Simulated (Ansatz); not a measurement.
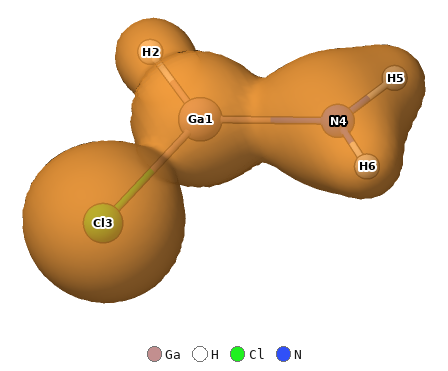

The picture shows: ClGaH$_{3}$N. Isosurface of the total electron density at 0.5 e/Å³ (orange), seen at an oblique angle.

Level of theory: Ansatz, RKS PBE0/def2-SVP.

The calculation's input:

```
crystal:
  periodic: [false, false, false]
  atoms:
    - { symbol: Ga, position_ang: [0.0, 0.0, 0.0] }
    - { symbol: H, position_ang: [0.0, 0.0, 1.57] }
    - { symbol: Cl, position_ang: [1.9398, 0.0, -1.12] }
    - { symbol: "N", position_ang: [-1.6714, 0.0, -0.965] }
    - { symbol: H, position_ang: [-2.3403, -0.8164, -0.8664] }
    - { symbol: H, position_ang: [-1.9204, 0.8164, -1.5936] }
basis:
  gaussian: { orbitals: def2-SVP }
hamiltonian:
  xc: pbe0
relax:
  f_tol: 0.02
  max_steps: 40
output:
  orbitals: {}
```

Launched as:

```sh
ansatz run input.yaml --threads 2 --pin off --max-ram 3072MiB --backend cpu --events-out ev --progress --plain --runs-dir out
```

The fields are those of the run's last geometry, not of the input's.

What does this surface tell about the bonding?

Answer. At this value the surface is in one piece. It bridges the sampled Ga–N (1.80 Å), Ga–Cl (2.16 Å), N–H (1.01 Å) and Ga–H (1.55 Å) contacts, where the density stays above the isovalue. On the grid the lowest density along these lines, outside the cores, is 0.93 e/Å³ (Ga–N, 1.80 Å), 0.61 e/Å³ (Ga–Cl, 2.16 Å), 2.2 e/Å³ (N–H, 1.01 Å) and 0.8 e/Å³ (Ga–H, 1.55 Å).
